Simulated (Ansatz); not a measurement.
# P2H2+ (quartet): correlated methods under varied settings

What do other methods and options give for P2H2+ (quartet) at this geometry, and how long do they take?

Method: the settings change from run to run; program: Ansatz 0.2.0, Gaussian basis.

30 further runs of the same task are left out: 9 that didn't finish, 21 set aside as unsound or not needed.

### 1 What is computed

The geometry is a PBE0/def2-TZVP stationary point (not a proven minimum) of the parent state, kept for this charge and spin.

4 atoms, charge 1, spin multiplicity 4.

Atoms are counted from 1 here; the program's logs count them from 0.

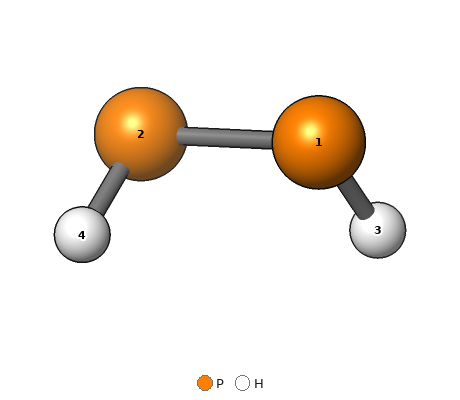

The structure; phosphorus orange, hydrogen white; atoms are numbered from 1 in the order of the file.

Geometry (Å):

```
atom     x (Å)     y (Å)     z (Å)
  P1  -0.03135  -0.07355   1.07704
  P2  -0.03135   0.07355  -1.07704
  H3   0.96336   0.93109   1.27616
  H4   0.96338  -0.93108  -1.27616
```

### 2 CASSCF(3,4)/def2-mTZVP

The input, in.yaml:

```yaml
crystal:
  periodic: [false, false, false]
  atoms:
    - {symbol: P, position_ang: [-0.031349, -0.073548, 1.077042]}
    - {symbol: P, position_ang: [-0.031350, 0.073548, -1.077042]}
    - {symbol: H, position_ang: [0.963360, 0.931093, 1.276164]}
    - {symbol: H, position_ang: [0.963376, -0.931077, -1.276164]}
basis:
  gaussian: {orbitals: def2-mTZVP}
total_charge: 1
magnetization: {spin_polarized: false, initial_magnetization: 3}
correlation: {active_space: {window: {electrons: 3, orbitals: 4}}}
accuracy: high
```

Command:

```console
> ansatz run in.yaml --threads 1 --pin off --events-out ev --progress --plain --max-ram 2393MiB
```

What it wrote:

```text
Functional definition: HF
  name "HF"
  cite "Fock, Z. Phys. 61, 126 (1930) doi:10.1007/BF01340294"
  parent pbe
  exchange = exact_x
  correlation = 0
916 factors; integrals over basis functions are off by at most 3.8e-9 eV
mean field evaluation 1: about -18564.3645 eV, gradient 9.4e0 eV
mean field evaluation 2: about -18564.3730 eV, gradient 9.4e0 eV
mean field evaluation 4: about -18565.1897 eV, gradient 7.6e-1 eV
mean field evaluation 8: about -18565.1947 eV, gradient 6.5e-4 eV
mean field evaluation 16: about -18565.1947 eV, gradient 4.1e-5 eV
mean field evaluation 32: about -18565.1969 eV, gradient 1.7e-1 eV
mean field -18565.19752250 eV, -682.2584250090 hartree, gradient 1.9e-8 eV, S^2 3.750000; 4 other end points of the search recorded, 0 dependent functions left out
reference -18565.19752250 eV, -682.2584250090 hartree; 17, 14 occupied and 33, 36 virtual orbitals, 916 factors
state -18565.19752250 eV, -682.2584250090 hartree
Total energy: -18565.19752250 eV, -682.2584250090 hartree
```

Run time: 2.8 s. Hardware: 1 thread of Arm Neoverse V1, shared host.

From the report: 4 determinants; active occupations 1.00, 1.00, 1.00, 0.00. With so small a space the active step adds no correlation: the energy is the mean field's.

### 3 CCSD(T) on UHF/6-31G

Changes to in.yaml since step 2:

```diff
@@ -8,6 +8,5 @@
 basis:
-  gaussian: {orbitals: def2-mTZVP}
+  gaussian: {orbitals: 6-31G}
 total_charge: 1
-magnetization: {spin_polarized: false, initial_magnetization: 3}
-correlation: {active_space: {window: {electrons: 3, orbitals: 4}}}
-accuracy: high
+magnetization: {spin_polarized: true, initial_magnetization: 3}
+correlation: {method: ccsd_t, electrons: all, diis_vectors: 2}
```

The command is unchanged.

What it wrote (excerpt; [...] marks lines left out):

```text
Functional definition: HF
  name "HF"
  cite "Fock, Z. Phys. 61, 126 (1930) doi:10.1007/BF01340294"
  parent pbe
[...]
344 factors; integrals over basis functions are off by at most 2.4e-4 eV
[...]
mean field -18562.45771319 eV, -682.1577388741 hartree, gradient 2.8e-6 eV, S^2 3.789970; 3 other end points of the search recorded, 0 dependent functions left out
determinant -18562.45771319 eV, -682.1577388741 hartree, with singles and doubles -18565.40663598 eV, -682.2661097877 hartree
determinant -18560.24653238 eV, -682.0764794778 hartree, with singles and doubles -18563.62409360 eV, -682.2006025635 hartree
reference -18562.45771319 eV, -682.1577388741 hartree; 17, 14 occupied and 13, 16 virtual orbitals, 344 factors
second order -2.20674618 eV of doubles, -0.00000000 eV of singles
cycle   1  -2.94879445 eV  change    1.3e-4 eV  update   7.3e-4
[...]
cycle   6  -2.94884543 eV  change   -2.7e-5 eV  update   8.6e-6
perturbative correction -0.05685428 eV, -0.0020893562 hartree
Total energy: -18565.46341290 eV, -682.2681963012 hartree
```

It took 1.7 s on 1 thread of Arm Neoverse V1, shared host.

From the report: ⟨S²⟩ of the determinant 3.790 (pure quartet: 3.75); correlation -3.0057 eV; T1 0.012; largest double amplitude 0.08.

### 4 NEVPT2(3,8)/6-31G*

Changes to in.yaml since step 3:

```diff
@@ -8,5 +8,5 @@
 basis:
-  gaussian: {orbitals: 6-31G}
+  gaussian: {orbitals: "6-31G*", point_charges: [{charge: -0.50, position_ang: [5.717, 0.581, -0.092]}]}
 total_charge: 1
-magnetization: {spin_polarized: true, initial_magnetization: 3}
-correlation: {method: ccsd_t, electrons: all, diis_vectors: 2}
+magnetization: {spin_polarized: false, initial_magnetization: 3}
+correlation: {method: sc_nevpt2, electrons: outside_noble_gas, active_space: {window: {electrons: 3, orbitals: 8}}}
```

Launched as before.

What it wrote:

```text
Functional definition: HF
  name "HF"
  cite "Fock, Z. Phys. 61, 126 (1930) doi:10.1007/BF01340294"
  parent pbe
  exchange = exact_x
  correlation = 0
394 factors; integrals over basis functions are off by at most 1.1e-3 eV
mean field evaluation 1: about -18564.6048 eV, gradient 9.0e0 eV
mean field evaluation 2: about -18564.6465 eV, gradient 9.1e0 eV
mean field evaluation 4: about -18565.3781 eV, gradient 7.0e-1 eV
mean field evaluation 8: about -18565.3820 eV, gradient 1.6e-1 eV
mean field evaluation 16: about -18565.3823 eV, gradient 8.8e-3 eV
mean field evaluation 32: about -18565.3742 eV, gradient 3.0e-1 eV
mean field -18565.38617166 eV, -682.2653577378 hartree, gradient 6.2e-6 eV, S^2 3.750000; 2 other end points of the search recorded, 0 dependent functions left out
reference -18565.38617166 eV, -682.2653577378 hartree; 17, 14 occupied and 25, 28 virtual orbitals, 394 factors
state -18565.53783368 eV, -682.2709312144 hartree
state -18565.53783368 eV, -682.2709312144 hartree; corrected -18569.80118335 eV, -682.4276064247 hartree
Total energy: -18569.80118335 eV, -682.4276064247 hartree
```

It took 2.6 s on 1 thread of Arm Neoverse V1, shared host.

From the report: 56 determinants; active occupations 1.00, 1.00, 1.00, 0.00, 0.00, 0.00, 0.00, 0.00.

### 5 BCCD(T) on ROHF/cc-pVDZ

The input, in.yaml:

```yaml
crystal:
  periodic: [false, false, false]
  atoms:
    - {symbol: P, position_ang: [-0.031349, -0.073548, 1.077042]}
    - {symbol: P, position_ang: [-0.031350, 0.073548, -1.077042]}
    - {symbol: H, position_ang: [0.963360, 0.931093, 1.276164]}
    - {symbol: H, position_ang: [0.963376, -0.931077, -1.276164]}
basis:
  gaussian: {orbitals: cc-pVDZ, fitting: {mean_field: def2-universal-jkfit}}
total_charge: 1
magnetization: {spin_polarized: false, initial_magnetization: 3}
correlation: {method: bccd_t, electrons: valence}
scf: {lower_state_search: full}
output: {forces: true}
```

Same command.

What it wrote (excerpt; [...] marks lines left out):

```text
Functional definition: HF
  name "HF"
  cite "Fock, Z. Phys. 61, 126 (1930) doi:10.1007/BF01340294"
  parent pbe
[...]
292 factors; integrals over basis functions are off by at most 4.0e-1 eV
[...]
mean field -18565.30388821 eV, -682.2623338768 hartree, gradient 1.9e-6 eV, S^2 3.750000; 12 other end points of the search recorded, 0 dependent functions left out
determinant -18565.30388821 eV, -682.2623338768 hartree, with singles and doubles -18571.48403626 eV, -682.4894501285 hartree
determinant -18565.30032155 eV, -682.2622028044 hartree, with singles and doubles -18571.49047701 eV, -682.4896868217 hartree
determinant -18563.31260051 eV, -682.1891554035 hartree, with singles and doubles -18569.73539028 eV, -682.4251885740 hartree
determinant -18565.30388821 eV, -682.2623338768 hartree, with singles and doubles -18571.48781191 eV, -682.4895888809 hartree
[...]
10 core orbitals not correlated: weight in the atoms' cores, before any rotation towards them, 1.000 or more for the frozen orbitals, at most 0.000 for the correlated occupied ones
reference -18565.30032155 eV, -682.2622028044 hartree; 7, 4 occupied and 29, 32 virtual orbitals, 292 factors
second order -5.01527514 eV of doubles, -0.17062589 eV of singles
cycle   1  -6.19191694 eV  change   -1.8e-3 eV  update   3.9e-3
[...]
cycle  11  -6.18879151 eV  change    1.6e-7 eV  update   1.0e-6
perturbative correction -0.20582436 eV, -0.0075639056 hartree
[...]
Total energy: -18571.69493742 eV, -682.4972006031 hartree
Atom 0 at    -0.031349    -0.073548     1.077042 Å, force     0.006877     0.018867     1.402154 eV/Å
Atom 1 at    -0.031350     0.073548    -1.077042 Å, force     0.006878    -0.018867    -1.402154 eV/Å
Atom 2 at     0.963360     0.931093     1.276164 Å, force    -0.006879     0.175401     0.372994 eV/Å
Atom 3 at     0.963376    -0.931077    -1.276164 Å, force    -0.006876    -0.175401    -0.372993 eV/Å
Dipole moment:     0.121189     0.000001     0.000000 e Å
```

Run time: 5.5 s. Hardware: 1 thread of Arm Neoverse V1, shared host.

From the report: correlation -6.3946 eV; largest double amplitude 0.06.

### 6 BCCD(T) on ROHF/cc-pVDZ

Changes to in.yaml since step 5:

```diff
@@ -8,7 +8,7 @@
 basis:
-  gaussian: {orbitals: cc-pVDZ, fitting: {mean_field: def2-universal-jkfit}}
+  gaussian: {orbitals: cc-pVDZ}
 total_charge: 1
 magnetization: {spin_polarized: false, initial_magnetization: 3}
-correlation: {method: bccd_t, electrons: valence}
-scf: {lower_state_search: full}
+correlation: {method: bccd_t, electrons: outside_noble_gas}
+scf: {lower_state_search: off}
 output: {forces: true}
```

The command is unchanged.

What it wrote (excerpt; [...] marks lines left out):

```text
Functional definition: HF
  name "HF"
  cite "Fock, Z. Phys. 61, 126 (1930) doi:10.1007/BF01340294"
  parent pbe
[...]
476 factors; integrals over basis functions are off by at most 1.2e-3 eV
[...]
mean field -18565.30496064 eV, -682.2623732877 hartree, gradient 2.3e-6 eV, S^2 3.750000; 1 other end points of the search recorded, 0 dependent functions left out
10 core orbitals not correlated: weight in the atoms' cores, before any rotation towards them, 1.000 or more for the frozen orbitals, at most 0.000 for the correlated occupied ones
reference -18565.30496064 eV, -682.2623732877 hartree; 7, 4 occupied and 29, 32 virtual orbitals, 476 factors
second order -4.97229998 eV of doubles, -0.15642488 eV of singles
cycle   1  -5.88471397 eV  change   -7.5e-1 eV  update   7.5e-2
[...]
cycle  20  -6.18629605 eV  change   -7.9e-9 eV  update   1.5e-7
perturbative correction -0.20573789 eV, -0.0075607281 hartree
[...]
WARN: the results are in doubt because the forces break the atoms' symmetry
Total energy: -18571.69699458 eV, -682.4972762023 hartree
Atom 0 at    -0.031349    -0.073548     1.077042 Å, force     0.009208     0.019437     1.401625 eV/Å
Atom 1 at    -0.031350     0.073548    -1.077042 Å, force     0.006067    -0.018820    -1.404501 eV/Å
Atom 2 at     0.963360     0.931093     1.276164 Å, force    -0.007844     0.174352     0.373789 eV/Å
Atom 3 at     0.963376    -0.931077    -1.276164 Å, force    -0.007431    -0.174969    -0.370913 eV/Å
Dipole moment:     0.121150    -0.000258     0.000881 e Å
In doubt: the forces break the atoms' symmetry
Checks for a lower state left out: starts, cluster_reference, orbital_swaps, neighbouring_geometries, increment
```

It took 4.3 s on 1 thread of Arm Neoverse V1, shared host.

From the report: correlation -6.3920 eV; largest double amplitude 0.06. Mind the lines of doubt at the end of the log.

### 7 The runs in one table

Where basis and cores are those of an earlier UCCSDT(Q)/cc-pVDZ run (-18571.7477 eV), and the state is the same kind, the miss against it is given. † marks a result that the program doubts.

| level | correlated | functions | energy (eV) | from UCCSDT(Q) (meV) | time |
| --- | --- | --- | --- | --- | --- |
| CASSCF(3,4)/def2-mTZVP |  | 50 | -18565.1975 |  | 2.8 s |
| CCSD(T) on UHF/6-31G | all | 30 | -18565.4634 |  | 1.7 s |
| NEVPT2(3,8)/6-31G* (beside a point charge) | outside noble gas | 42 | -18569.8012 |  | 2.6 s |
| BCCD(T) on ROHF/cc-pVDZ | valence | 46 | -18571.6949 | 52.7 | 5.5 s |
| BCCD(T) on ROHF/cc-pVDZ † | outside noble gas | 46 | -18571.6970 | 50.7 | 4.3 s |

### 8 Results

| quantity | value |
| --- | --- |
| runs | 5 |
| quickest | CCSD(T) on UHF/6-31G, 1.7 s |
| slowest | BCCD(T) on ROHF/cc-pVDZ, 5.5 s |

Total energies in different bases, with other cores or another treatment of relativity can't be set against each other. BCCD(T) on ROHF/cc-pVDZ took 3 times as long as CCSD(T) on UHF/6-31G; the jobs differ in more than the method. Among the correlated runs with a miss given, it spans +51 to +53 meV.
